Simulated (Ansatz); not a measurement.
The calculation's input:

```
crystal:
  periodic: [false, false, false]
  atoms:
    - {symbol: Si, position_ang: [-1.020835, 1.403670, -0.966787]}
    - {symbol: H, position_ang: [0.290674, 1.207694, -1.633193]}
    - {symbol: H, position_ang: [-1.795883, 0.138738, -0.998163]}
    - {symbol: H, position_ang: [-1.781224, 2.456962, -1.690665]}
    - {symbol: H, position_ang: [-0.812658, 1.835848, 0.437415]}
    - {symbol: C, position_ang: [0.350631, -1.270607, 1.227992]}
    - {symbol: C, position_ang: [1.356620, -1.078018, 0.389910]}
    - {symbol: H, position_ang: [0.257207, -0.700168, 2.145734]}
    - {symbol: H, position_ang: [-0.422566, -2.005085, 1.030104]}
    - {symbol: H, position_ang: [2.128852, -0.342137, 0.586601]}
    - {symbol: H, position_ang: [1.449284, -1.646797, -0.528948]}
basis:
  gaussian: {orbitals: def2-TZVPP}
hamiltonian: {xc: pbe0, dispersion: d4}
output: {orbitals: {seedname: orbitals}}
```

Launched as:

```sh
ansatz run in.yaml --threads 2 --pin off --events-out ev --progress --plain --max-ram 4352MiB
```

The reactant side of a reaction path; geometry: PBE0-D4/def2-TZVP.

Level of theory: Ansatz 0.2.0, RKS PBE0-D4/def2-TZVPP.

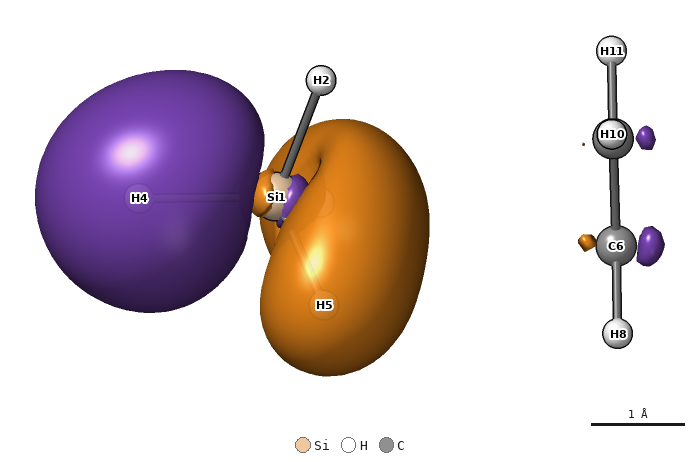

SiH$_{4}$···C$_{2}$H$_{4}$. The HOMO−1 at ±0.1 Å⁻³ᐟ² (orange and purple are the two phases), seen at a tilt.

### What is the character of this orbital?

It lies mainly on Si1 (about 40 %), H4 (about 35 %), H5 (about 10 %) and H3 (about 10 %). Its energy is −9.71 eV.
